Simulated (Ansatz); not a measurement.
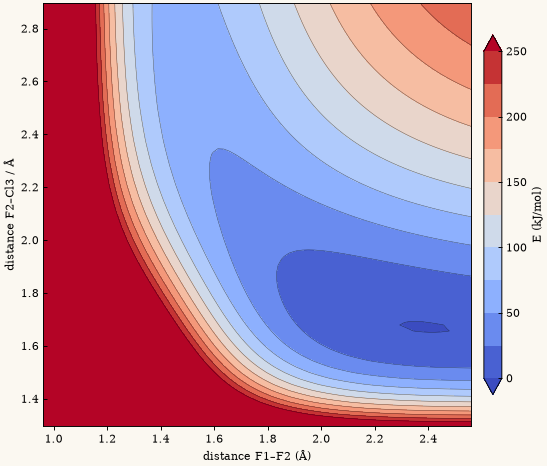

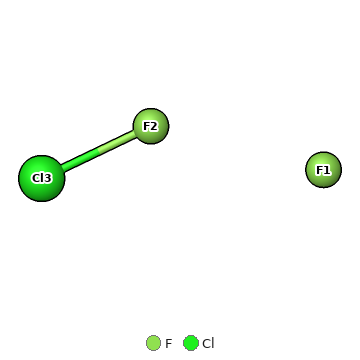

Energy landscape of the system F⁻ + FCl. First axis: distance F1–F2. Second axis: distance F2–Cl3. Nothing is relaxed (the angle F1–F2–Cl3 is fixed at 140 degrees). The scan uses a 17 × 17 grid. Points are written as (first, second). Energies: kJ/mol, counted from the lowest grid point. The reference is spin-restricted, so regions where a bond is pulled apart into radicals lie too high. Theory: Ansatz, RKS PBE0-D4/def2-TZVPD.

The picture shows filled contours, one colour for all values above the top of the scale. Between grid points the surface is interpolated. The second picture is the structure at the lowest point.

**What does the map say about the system?**

The lowest grid point is at (2.431 Å, 1.649 Å). The highest grid point, (0.960 Å, 1.296 Å), lies 2651 kJ/mol above the lowest.

The input of one point:

```yaml
crystal:
  periodic: [false, false, false]
  atoms:
    - { symbol: F, position_ang: [-2.431, 0.0, 0.0] }
    - { symbol: F, position_ang: [0.0, 0.0, 0.0] }
    - { symbol: Cl, position_ang: [1.263207, 1.059957, 0.0] }
total_charge: -1
basis:
  gaussian: { orbitals: def2-TZVPD }
hamiltonian:
  xc: pbe0
  dispersion: d4
output:
  forces: true
```

Time for the 289 points that were run: 14 min on 1 thread of Arm Neoverse V1, with other jobs on the host.
